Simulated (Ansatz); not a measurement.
**BF2 (SMILES F[B]F) at UCCSDT(Q)/STO-3G**

What is the electronic atomisation energy of BF2 at UCCSDT(Q)/STO-3G? 

The calculation is run with Ansatz 0.2.0.

36 further runs of the same task are left out: 36 set aside as unsound or not needed.

**1. The molecule**

BF2: 3 atoms, total charge 0, spin state doublet. SMILES: `F[B]F`. Geometry: relaxed at PBE0-D4/def2-TZVP.

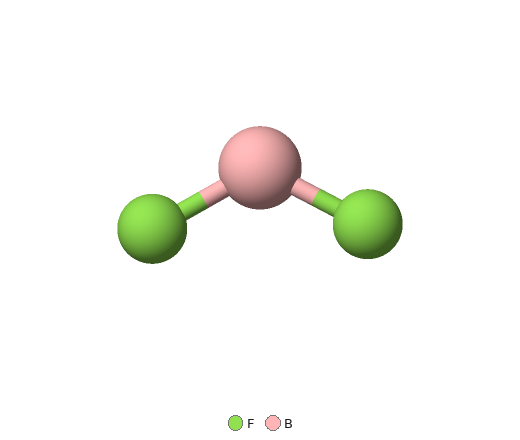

The structure, seen from a chosen angle (fluorine green, boron pink).

**2. A single-point energy at UCCSDT(Q)/STO-3G**

The input, molecule.yaml:

```yaml
crystal:
  periodic: [false, false, false]
  atoms:
    - {symbol: F, position_ang: [0.513100, -1.044300, 0.160000]}
    - {symbol: B, position_ang: [0.279000, 0.240500, 0.181300]}
    - {symbol: F, position_ang: [-0.802900, 0.738900, -0.354600]}
basis:
  gaussian:
    orbitals: STO-3G
magnetization:
  spin_polarized: true
  initial_magnetization: 1
accuracy: high
scf:
  omitted_lower_state_checks: [cluster_reference, increment]
correlation:
  method: ccsdt_q
  frozen_orbitals: {B: 1, F: 1}
```

Run with:

```bash
$ ansatz run molecule.yaml --threads 1 --pin off --max-ram 2610MiB --events-out events.jsonl --progress --plain --runs-dir runs
```

Log:

```text
Warning: RAYON_NUM_THREADS=1 ignored (pool sized by the plan → 1); use --threads N
[... 11 lines left out ...]
3 core orbitals not correlated: weight in the atoms' cores, before any rotation towards them, 1.000 or more for the frozen orbitals, at most 0.000 for the correlated occupied ones
[... 27 lines left out ...]
Total energy: -6002.00406545 eV, -220.5695811008 hartree
Checks for a lower state left out: cluster_reference, increment
```

It took 2.5 s on 1 thread of Intel Xeon Platinum 8488C (Sapphire Rapids), shared host; peak memory 0.17 GiB.

**3. The B atom at the same level**

The input, run.yaml:

```yaml
crystal:
  periodic: [false, false, false]
  atoms:
    - symbol: B
      position_ang: [0.000000, 0.000000, 0.000000]
basis:
  gaussian:
    orbitals: STO-3G
total_charge: 0
magnetization:
  spin_polarized: true
  initial_magnetization: 1
correlation:
  method: ccsdt_q
  frozen_orbitals: {B: 1}
accuracy: high
scf:
  omitted_lower_state_checks: [cluster_reference, increment]
```

Run the same way, it converges to -24.18899 Eh (log not shown).

**4. The F atom, same level**

The input, job.yaml:

```yaml
crystal:
  periodic: [false, false, false]
  atoms:
    - {symbol: F, position_ang: [0.000000, 0.000000, 0.000000]}
basis:
  gaussian:
    orbitals: STO-3G
scf:
  omitted_lower_state_checks: [cluster_reference, increment]
accuracy: high
correlation:
  method: ccsdt_q
  frozen_orbitals: {F: 1}
magnetization:
  spin_polarized: true
  initial_magnetization: 1
```

Run with:

```bash
$ ansatz run job.yaml --threads 1 --pin off --max-ram 2610MiB --events-out events.jsonl --progress --plain --runs-dir runs
```

Log (excerpt; [...] marks lines left out):

```text
Warning: RAYON_NUM_THREADS=1 ignored (pool sized by the plan → 1); use --threads N
Functional definition: HF
  name "HF"
[...]
15 factors; integrals over basis functions are off by at most 1.2e-9 eV
[...]
mean field -2666.34863534 eV, -97.9865050328 hartree, gradient 0.0e0 eV, S^2 0.750000; 2 other end points of the search recorded, 0 dependent functions left out
1 core orbitals not correlated: weight in the atoms' cores, before any rotation towards them, 1.000 or more for the frozen orbitals, at most 0.000 for the correlated occupied ones
reference -2666.34863534 eV, -97.9865050328 hartree; 4, 3 occupied and 0, 1 virtual orbitals, 15 factors
second order 0.00000000 eV of doubles, 0.00000000 eV of singles
cycle   1  0.00000000 eV  change     0.0e0 eV  update    0.0e0
cycle   2  0.00000000 eV  change     0.0e0 eV  update    0.0e0
perturbative correction 0.00000000 eV, 0.0000000000 hartree
Total energy: -2666.34863534 eV, -97.9865050328 hartree
Checks for a lower state left out: cluster_reference, increment
```

Wall time 0.16 s (1 thread of Intel Xeon Platinum 8488C (Sapphire Rapids), shared host).

**5. What came out**

Level: UCCSDT(Q)/STO-3G, 3 core orbitals frozen.

```
                                             quantity          value
                               molecule: total energy  -220.56958 Eh
molecule: correlation energy (3 core orbitals frozen)      -91.1 mEh
          molecule: ⟨S²⟩ of the reference determinant          0.754
                              molecule: T1 diagnostic          0.018
                                 B atom: total energy   -24.18899 Eh
   B atom: correlation energy (1 core orbital frozen)      -40.0 mEh
            B atom: ⟨S²⟩ of the reference determinant          0.750
                                B atom: T1 diagnostic          0.000
                                 F atom: total energy   -97.98651 Eh
   F atom: correlation energy (1 core orbital frozen)        0.0 mEh
            F atom: ⟨S²⟩ of the reference determinant          0.750
                                F atom: T1 diagnostic          0.000
                        electronic atomisation energy      11.091 eV
```

**Reading.** Taking the molecule apart into free atoms costs 11.09 eV (256 kcal/mol), before zero-point energy and without spin-orbit coupling. In a minimal basis such a difference can be off by several eV, whatever the method.
